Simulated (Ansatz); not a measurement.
**Abstraction of F: C2H2F4 + C2H2N → C2H2F3 + C2H2FN**

Species: C2H2F4 (norflurane) `FCC(F)(F)F`, singlet; C2H2N `[CH2]C#N`, doublet; C2H2F3 `[CH2]C(F)(F)F`, doublet; C2H2FN (fluoroacetonitrile) `N#CCF`, singlet. A radical takes F: the energy is the difference in strength between two C–F bonds in different surroundings.

Shapes, held fixed at every level: PBE0-D4/def2-TZVP. Programs: Ansatz 0.2.0. The zero-point and thermal change to 298 K, harmonic and unscaled (PBE0-D4/def2-TZVP), is -0.7 kJ/mol.

```tsv
level	kind	ΔH(298 K) (kJ/mol)	CPU time (sum over the molecules)
HF/def2-SVP	Hartree–Fock	+56.4	–
SPW92/def2-TZVPP	LDA	+62.5	12 s
r2SCAN-D4/def2-TZVPP	meta-GGA	+56.5	53 s
B3LYP-D4/def2-TZVPP	global hybrid	+54.6	35 s
PBE0-D4/def2-TZVPP	global hybrid	+53.4	27 s
r2SCAN0-D4/def2-TZVPP	global hybrid	+55.5	50 s
wB97X-V/def2-TZVPP	range-separated hybrid	+51.5	72 s
B2PLYP/def2-TZVPP	double hybrid	+46.9	46 s
```

B2PLYP/def2-TZVPP gives ΔH(298 K) = +46.9 kJ/mol; the levels span +46.9 to +62.5. The median of the levels is +55.0. No measured value is set beside it here. Spin contamination: C2H2N (⟨S²⟩ up to 0.93). Open shells run unrestricted unless RO is named. Times are processor times on shared x86 and Arm servers, and rough.

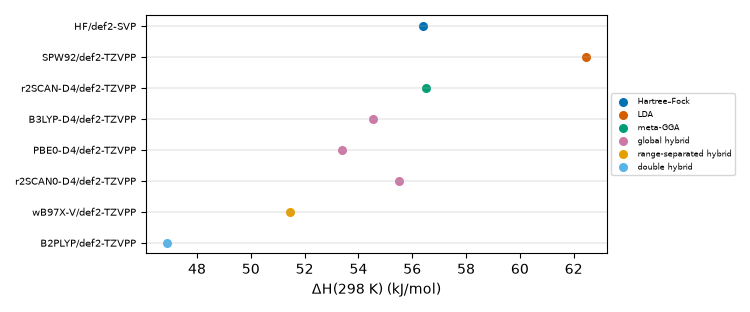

The values of the table, level by level.
